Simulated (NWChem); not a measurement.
# SnH2Cl (SMILES [Cl][SnH2]): UHF/def2-SVP (core potential, tol2e 1e-05)

Aim: the vertical ionisation energy of SnH2Cl at UHF/def2-SVP (core potential, tol2e 1e-05), from 2 runs. 

Program for the calculation: NWChem 7.3.0.

6 further runs of the same task are left out: 1 that didn't finish, 5 set aside as unsound or not needed.

## (1) The molecule

SnH2Cl: 4 atoms, total charge 0, spin state doublet. As SMILES, `[Cl][SnH2]`. Geometry: relaxed at PBE0-D4/def2-TZVP.

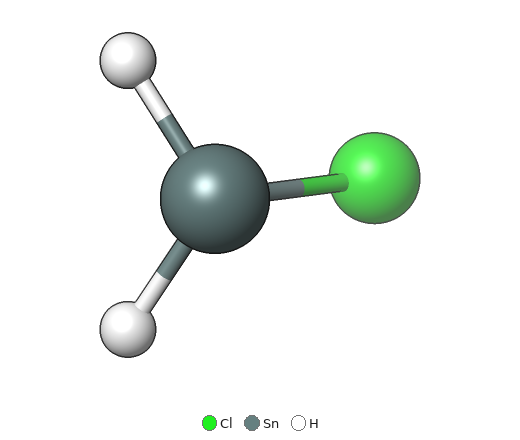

The structure, seen from a chosen angle (chlorine green, tin teal, hydrogen white).

## (2) The energy at UHF/def2-SVP (core potential, tol2e 1e-05)

Input file clh2sn.xyz:

```xyz
4
ClH2Sn
Cl    -1.882600     0.398400    -0.585000
Sn     0.380000    -0.179600    -0.397100
H      0.412500    -1.500000     0.709600
H      1.145500     1.221000     0.252100
```

Input file clh2sn.nw:

```
start clh2sn
title "ClH2Sn"
memory stack 880 mb heap 220 mb global 1100 mb
charge 0

geometry units angstrom noautosym nocenter noautoz
   load format xyz clh2sn.xyz
end

basis spherical bse
   * library def2-SVP
end

ecp bse
   Sn library def2-SVP
end

scf
   nopen 1
   uhf
   thresh 1e-08
   maxiter 80
   tol2e 1e-05
   print low
end

task scf energy
```

Started as:

```
$ nwchem clh2sn.nw > clh2sn.out
```

The log of the run:

```text
[...]
  functions       =    54
[...]
  wavefunction    = UHF
[...]
         Total SCF energy =   -673.871304395611
      One electron energy =  -1219.349138216736
      Two electron energy =    441.763477282850
 Nuclear repulsion energy =    103.714356538276
                       Sz =      0.5000
                 Sz(Sz+1) =      0.7500
                      S^2 =      0.7548
[...]
```

It took 11 s on 1 thread of Intel Xeon Platinum 8488C (Sapphire Rapids), shared host; peak memory 0.1 GiB.

## (3) The singlet cation, same level

Input file geom.nw:

```
start geom
title "ClH2Sn"
memory 2200 mb
charge 1

geometry units angstrom noautosym nocenter noautoz
  Cl      -1.882600       0.398400      -0.585000
  Sn       0.380000      -0.179600      -0.397100
  H        0.412500      -1.500000       0.709600
  H        1.145500       1.221000       0.252100
end

basis spherical bse
  * library def2-SVP
end

ecp bse
  Sn library def2-SVP
end

scf
  thresh 1e-08
  maxiter 80
  tol2e 1e-05
  print low
end

task scf energy
```

Started as:

```
$ nwchem geom.nw > geom.out
```

The log of the run:

```text
[...]
  functions       =    54
[...]
  wavefunction    = RHF
[...]
         Total SCF energy =   -673.556168434048
      One-electron energy =  -1209.041130214574
      Two-electron energy =    431.770605242250
 Nuclear repulsion energy =    103.714356538275
        Time for solution =      7.9s
 Task  times  cpu:        8.1s     wall:        8.1s
[...]
```

Run time: 9 s. Hardware: 1 thread of Intel Xeon Platinum 8488C (Sapphire Rapids), shared host; peak memory 0.099 GiB.

## (4) What came out

At UHF/def2-SVP (core potential, tol2e 1e-05):

| quantity | value |
| --- | --- |
| doublet SnH2Cl: total energy | -673.87130 Eh |
| doublet SnH2Cl: ⟨S²⟩ | 0.755 |
| singlet cation: total energy | -673.55617 Eh |
| vertical ionisation energy (to the singlet cation) | 8.575 eV |

Removing an electron at fixed nuclei costs 8.58 eV (198 kcal/mol). Only the singlet of the ionised species was computed; a triplet could lie lower.
